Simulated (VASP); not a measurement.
Energy against volume of ZrO$_{2}$ (fluorite). Computed with PW91 GGA, VASP's PBE PAW potentials (set 64) (plane waves; VASP 6.6.1).

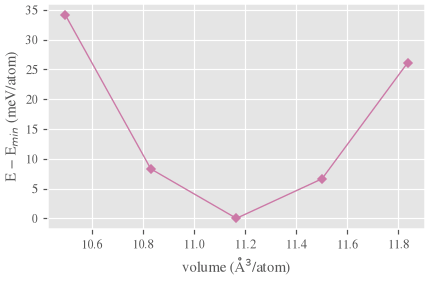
Fig. 1. Energy against volume

### Question
Estimate the equilibrium volume and the bulk modulus.

### Answer
The minimum lies near 11.2 Å³/atom, and the curvature gives B0 of about 240 GPa.

Measured: a 5.090 Å at 0 K (computed value off by +0.6 %), as given by Xinyuan Zhao et al., Physical review. B, Condensed matter (2002), arXiv:cond-mat/0108491 [extrapolated to 0 K from high-temperature diffraction of the cubic phase (5.27 Å at 2410 °C), as arXiv:1708.09424 says of the same reference; zero-point expansion not removed].

The compound is ZrO2 in the fluorite structure, the high-temperature cubic form, which is unstable at 0 K; the monoclinic form is the stable one. It was relaxed first.
